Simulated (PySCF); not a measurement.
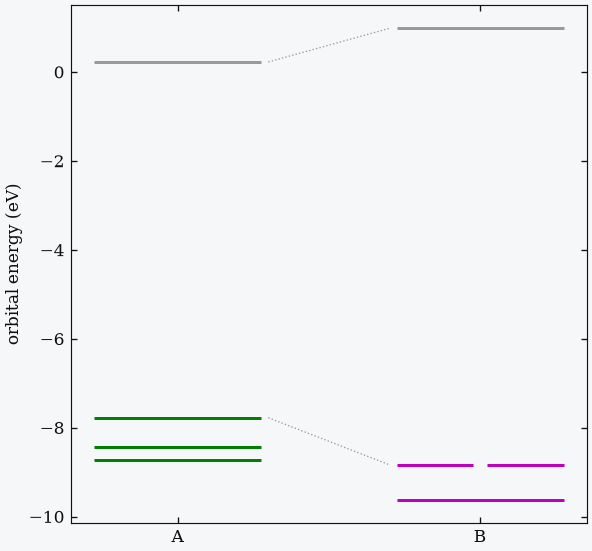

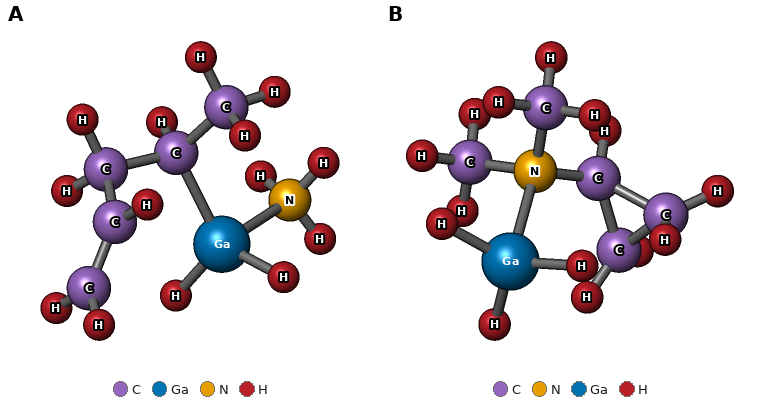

Related molecules: A is C₅H₁₄GaN, SMILES C=CC[C@@H](C)[GaH2-][NH3+], singlet; B is C₅H₁₄GaN, SMILES C[N+](C)([GaH3-])C1CC1, singlet. Frontier orbital energies, CAM-B3LYP/def2-SVPD in PySCF 2.14.0, at a PBE0-D3(BJ)/def2-SVP geometry (no frequency check); drawn are at most three filled levels and, in grey, the LUMO with any level within 0.03 eV of it; dotted lines join the HOMOs and the LUMOs.

What does the change do to the frontier levels?

Answer. From A to B the HOMO falls by 1.06 eV and the LUMO rises by 0.76 eV, so the separation goes from 8.00 to 9.82 eV.

Does the ΔSCF ionisation energy follow the HOMO?

Answer. A: −ε(HOMO) 7.78, ΔSCF 8.37 eV; B: −ε(HOMO) 8.84, ΔSCF 9.74 eV.

Limits of at least one run: empty levels above zero depend strongly on the basis; one conformer of a flexible molecule.
